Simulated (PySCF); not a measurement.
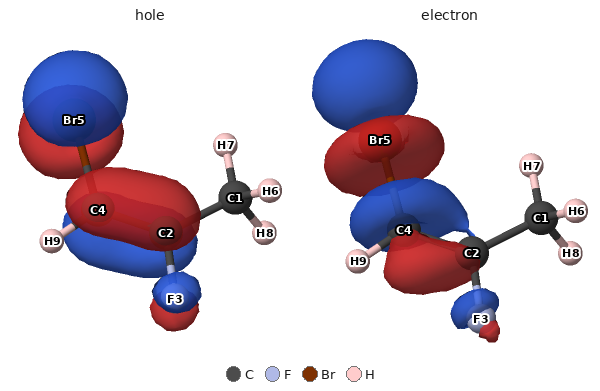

Figure 1: C₃H₄BrF, SMILES `C/C(F)=C\Br`. Leading natural transition orbital pair of T₂ (TDA triplet states); the surfaces enclose about 70 % of each orbital's density.

Computed with PySCF, CAM-B3LYP/def2-SVPD, geometry: GFN2-xTB. No frequency check shows the geometry to be a minimum. GFN2-xTB bond lengths at metals and heavier atoms can be off by up to 0.1 Å and shapes distorted, which carries into these values.

The calculation's input:

```python
import numpy as np
from pyscf import gto, scf, dft, tdscf
from pyscf.scf import atom_ks, atom_hf
from scipy.linalg import block_diag

def solve(mol, dm0=None, hcore=None):
    mf = (dft.UKS if mol.spin else dft.RKS)(mol, xc='camb3lyp')
    mf.grids.level = 3
    mf = mf.density_fit(auxbasis='def2-universal-jkfit')
    mf.conv_tol, mf.max_cycle = 1e-8, 80
    if hcore is not None:
        mf.get_hcore = lambda *args: hcore
    mf.kernel(dm0)
    if not mf.converged:
        mf = mf.newton().run(mf.mo_coeff, mf.mo_occ, max_cycle=30)
    assert mf.converged, 'SCF not converged'
    return mf

mol = gto.M(atom='''
C      1.63983     1.38056     0.00160
C      1.42851    -0.08787     0.00037
F      2.58111    -0.79742     0.00014
C      0.30146    -0.78580    -0.00032
Br    -1.39593     0.02164    -0.00003
H      2.21986     1.66492     0.87245
H      0.69155     1.90836     0.00661
H      2.21179     1.66782    -0.88793
H      0.28563    -1.86289    -0.00117
''', basis='def2-svpd', charge=0, spin=0, verbose=4)
mf = solve(mol)
td = mf.TDA()
td.nstates, td.singlet, td.conv_tol = 5, False, 1e-5
td.kernel()
td.analyze()
x, y = np.array([p[0] for p in td.xy]), np.array([p[1] + 0 * p[0] for p in td.xy])
f, mu = np.zeros(len(td.e)), np.zeros((len(td.e), 3))
nto = [td.get_nto(state=i + 1, verbose=4) for i in range(len(td.e))]
# spherically averaged free atoms, for the promolecule
atm = atom_ks.get_atm_nrks(mol, xc='camb3lyp')
pro = block_diag(*[(atm[a[0]][2] * atm[a[0]][3]) @ atm[a[0]][2].T for a in mol._atom])
np.savez('result.npz', e=td.e, f=f, ok=td.converged, w=[n[0] for n in nto], nto=[n[1] for n in nto], x=x, y=y, c=mf.mo_coeff, occ=mf.mo_occ, eps=mf.mo_energy, pro=pro, mu=mu)
```

Launched as:

```sh
OMP_NUM_THREADS=1 python input.py
```

The run took 10 min on 1 thread of Arm Neoverse V2, on a shared host, peak memory 0.82 GiB.

### What kind of excitation is it, and where does it lie?

4.95 eV (251 nm), spin-forbidden from the singlet ground state, n → σ*; the leading pair carries 99 %; hole on Br5 (46 %), C2 and C4 (21 % each) and F3 (6 %), electron on Br5 (56 %), C4 (27 %) and C2 (7 %); their centroids lie 0.7 Å apart. In canonical orbitals it is mainly HOMO → LUMO (83 %). The HOMO–LUMO gap is 9.19 eV.
